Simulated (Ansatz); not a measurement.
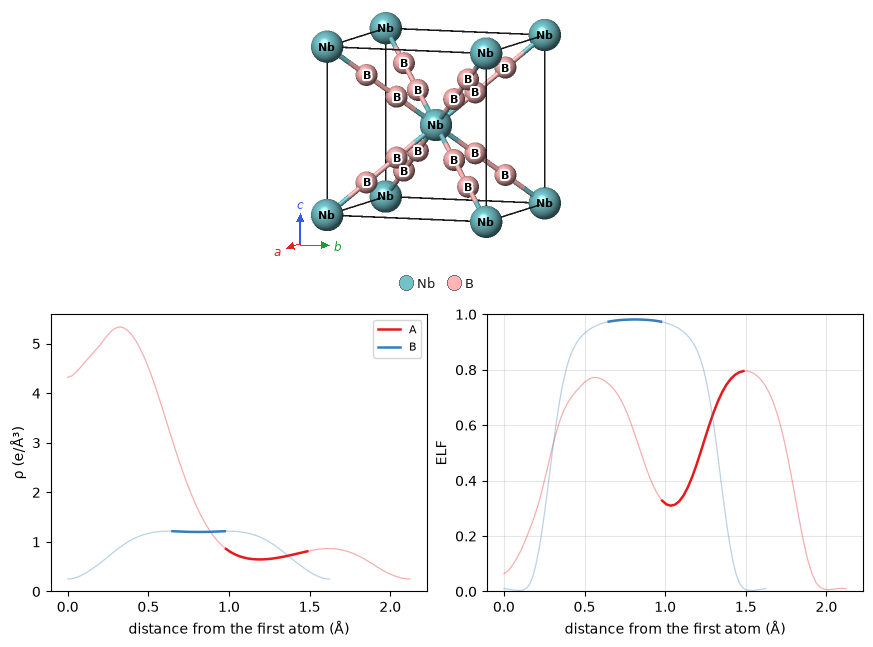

Figure 1: NbB₈. Valence pseudo-density and ELF along straight lines between neighbouring atoms. Thin, pale parts lie inside the atomic spheres. The structure is drawn too.

Space group Im-3m; a structure generated by program, which may or may not match a known phase; computed without spin polarisation.

These are results of Ansatz, DFT PBE, scalar-relativistic, plane waves, PAW, not measurements.

Core electrons are frozen (PAW), and the valence fields are smoothed inside the atomic spheres.

Which curve belongs to which contact (B–B and Nb–B)? The first atom named is at distance zero.

Answer. Curve A: Nb–B (2.12 Å): ρ is about 0.72 e/Å³ halfway; the ELF peaks at about 0.80 in the valence shell of B, 0.6 Å from its nucleus, and drops to about 0.30 between the two atoms. Curve B: B–B (1.62 Å): ρ at the midpoint is about 1.2 e/Å³; the ELF peaks at about 1 between the atoms.
